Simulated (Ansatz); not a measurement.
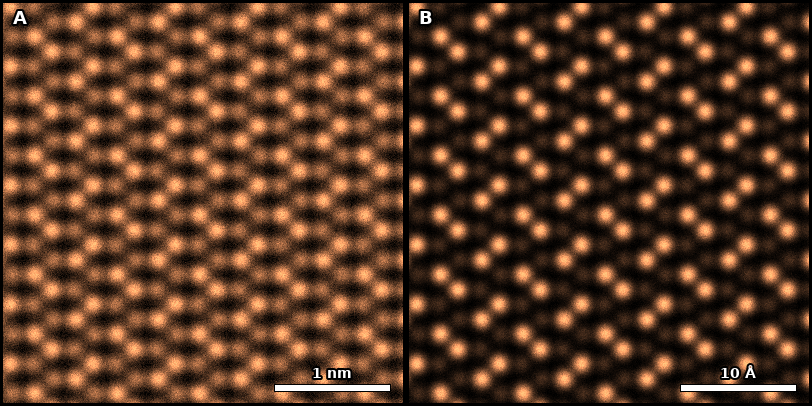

Two simulated images of the same area of AlGa (Pnma, No. 62) along [010], with a probe of 1.28 Å. One is incoherent Z contrast (Z^1.7 per atom), the other the projected potential of neutral atoms blurred by the probe (iDPC-like, thin sample). Brightness is counted from the darkest point of the image. Shot noise was added. Model: coordinates from a relaxation (final pressure about 7.6 GPa) with DFT, PAW plane waves, pbe in Ansatz; the starting structure was generated, so it need not be a known form of this composition.

### Which panel is which, and how can one tell?

B is the Z-contrast image and A the potential image. The columns of 1 Al per repeat reach about 21 % of the brightest peak (1 Ga) in B but about 60 % in A, mainly since the potential grows much more slowly with atomic number.
